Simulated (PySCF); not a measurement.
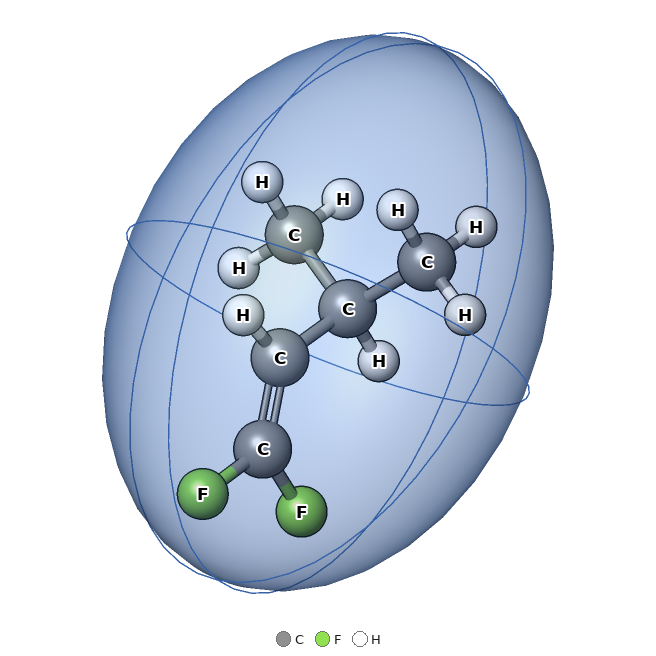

The ellipsoid shows the static dipole polarisability: its half-axes are proportional to the principal values. The computed structure is the end point of a GFN2-xTB optimisation. No frequency run is at hand to confirm it as a minimum. Level of theory: PBE0/def2-SVPD (PySCF 2.14.0).

### Give the principal values, the mean and the anisotropy.

Principal values 56.4, 57.0, 77.4 bohr³; mean 63.6 bohr³ (9.43 Å³); anisotropy 20.7 bohr³, so the longest axis is 1.37 times the shortest.
